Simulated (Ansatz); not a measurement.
A series of calculations on PtC

### Relaxation

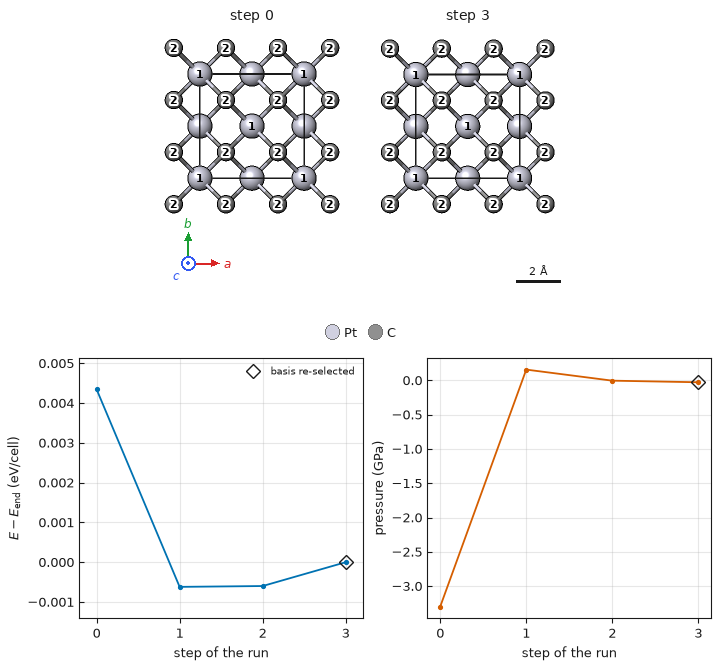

First and last geometry of a relaxation of solid PtC (a generated structure, set up in F-43m), with the history of the run. Style: ball-and-stick. Shown: the conventional cell (4 times the calculation's cell), along the c axis. Lengths and directions refer to the drawn axes.

Case: cell and atoms relaxed from a first guess.

The calculation used Ansatz, DFT, PBE, PAW with Ansatz's default frozen-core files, scalar-relativistic. Settings: plane-wave cutoff 420 eV; k-point mesh 13 × 13 × 13; occupations fermi dirac; smearing width 0.08 eV; no spin polarisation; cell and atoms relaxed; force threshold 0.005 eV/Å; at most 80 steps.

Question: Did the run converge, and what did it change?

Answer: It converged. Over 2 accepted moves (3 points after the start) the energy falls by 4.3 meV per cell of the calculation. All forces vanish by symmetry, so only the cell relaxes. Pressure: −3.30 GPa at the start and −0.03 GPa at the end. At 1 point the geometry stayed and the basis and grid were re-selected for the new cell (energy shift of 0.6 meV per cell of the calculation at most each time). The atoms keep their places relative to the cell (all moves are under 0.005 Å). The drawn cell changes as follows: a = b = c 4.743 → 4.719 Å (−0.5 %); the volume changes by −1.5 %. Among the contacts that change: Pt1–C2 2.054 → 2.043 Å. The space group stays F-43m (No. 216). The run took roughly 9 core-seconds on a shared host.

### A change

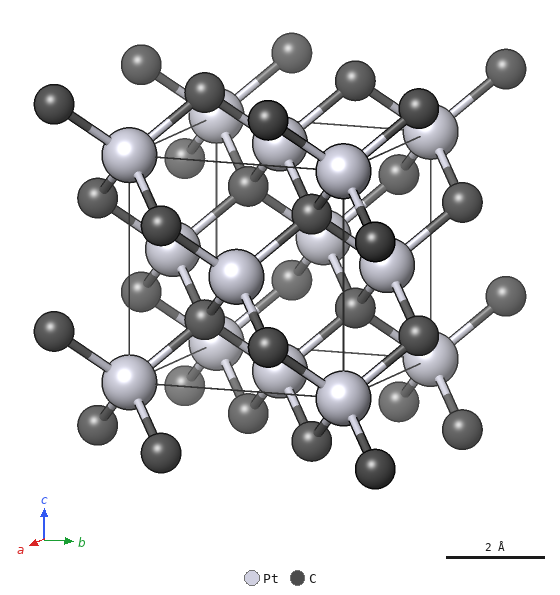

This is crystalline PtC (a generated structure, set up in F-43m). Style: ball-and-stick. Shown: the conventional cell (4 times the calculation's cell), slightly off an axis. Lengths and directions refer to the drawn axes.

Theory: Ansatz 0.2.0, DFT, PBE, PAW with Ansatz's default frozen-core files, scalar-relativistic. Settings: plane-wave cutoff 420 eV; k-point mesh 13 × 13 × 13; occupations fermi dirac; smearing width 0.08 eV; no spin polarisation.

The variant: The cell is strained by −1.0 % along b and +0.5 % across it (volume 0.0 %), the atoms keeping their fractional coordinates. No relaxation follows.

The input:
```yaml
crystal:
  lattice:
    - [0.0, 2.3712760614, 2.335795992]
    - [2.3712760614, 0.0, 2.335795992]
    - [2.3712760614, 2.3712760614, 0.0]
  atoms:
    - { symbol: Pt, position: [0.0, 0.0, 0.0] }
    - { symbol: C, position: [0.25, 0.25, 0.25] }
kpoints:
  mp_grid: { grid: [13, 13, 13] }
scf:
  occupations: { method: fermi_dirac, width: 0.08 }
hamiltonian:
  xc: pbe
  pseudopotentials: { kind: paw }
output:
  forces: true
  stress: true
  eigenvalues: true
  efg: { contact_densities: true }
```

### Predict the response.

The space group (tolerance 0.01 Å) goes from F-43m (No. 216) to I-4m2 (No. 119). The energy changes by less than 1 meV per atom. The pressure goes from 0.0 to 0.0 GPa. The principal stresses (compression positive) are 0.4 GPa along b and −0.3 GPa across it. All forces vanish by symmetry.

### Distortion

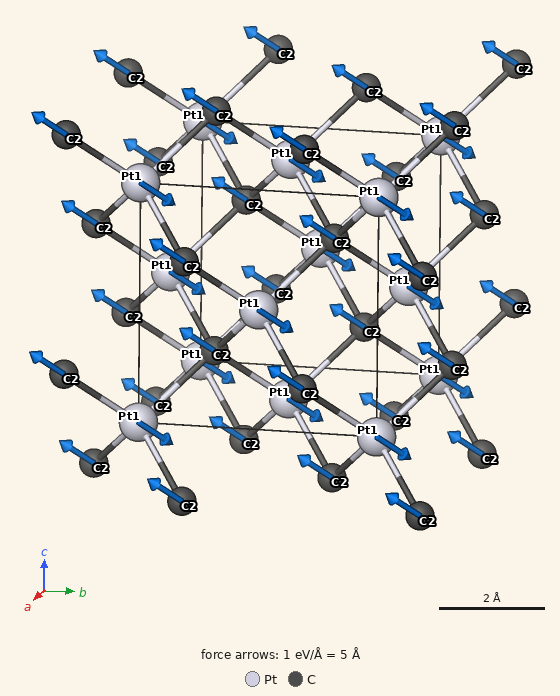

A changed version of a crystal of PtC (a generated structure, set up in F-43m), with the computed forces as blue arrows. Besides, the cell is strained by −1.5 % along [1 −1 1] and +0.7 % across it (volume 0.0 %). The picture is a ball-and-stick view of the conventional cell (4 times the calculation's cell), seen slightly off an axis. Lengths and directions refer to the drawn axes.

Level of theory: Ansatz 0.2.0, DFT, PBE, PAW with Ansatz's default frozen-core files, scalar-relativistic. (plane-wave cutoff 420 eV; k-point mesh 13 × 13 × 13; occupations fermi dirac; smearing width 0.08 eV; no spin polarisation)

Q: Describe the distortion and the response.

A: The atoms keep their fractional coordinates. No relaxation follows. Near-neighbour distances before and after: C–Pt 2.043 → 2.013 to 2.054 Å. The space group (tolerance 0.01 Å) goes from F-43m (No. 216) to R3m (No. 160). The energy rises by 1.6 meV per atom. The pressure goes from 0.0 to 0.1 GPa. The principal stresses (compression positive) are 2.1 GPa along [1 −1 1] and −0.9 GPa across it. The largest forces, 0.19 eV/Å, act on Pt1 and C2; on Pt1 it points along [−1 1 −1].
